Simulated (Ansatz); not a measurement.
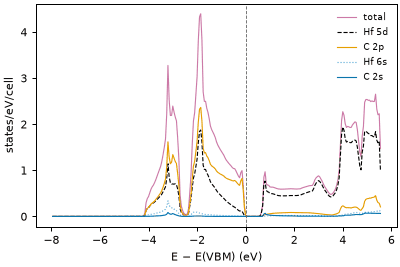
*Total and projected density of states of HfC (zinc blende, F-43m), r²SCAN in the plane-wave PAW code Ansatz*

Q: Which orbitals carry the states next to the gap?

A: Top 1 eV of the valence band: C 2p 73 %, Hf 5d 22 %. Bottom 1 eV of the conduction band: Hf 5d 78 %, C 2p 9 %, outside the projected shells 6 %. Projections are on Löwdin-orthogonalised atomic valence shells; empty p or d shells of many metals are not among them.

Q: Where is the tallest occupied peak in this window, and what makes it?

A: Near -1.9 eV, about 4.4 states/eV per cell; the largest projected share is C 2p.

The start of the workflow was typed in or built on a structure type; neither database checked (COD, Materials Project) lists it. It is not the phase usual at ambient conditions (space group No. 225). Symmetry was held in the r²SCAN relaxation; its stability against distortions is not shown here. The run is not spin-polarised. Spin–orbit coupling is left out wherever it is not named.

Potentials: the earlier of the program's two PAW sets.
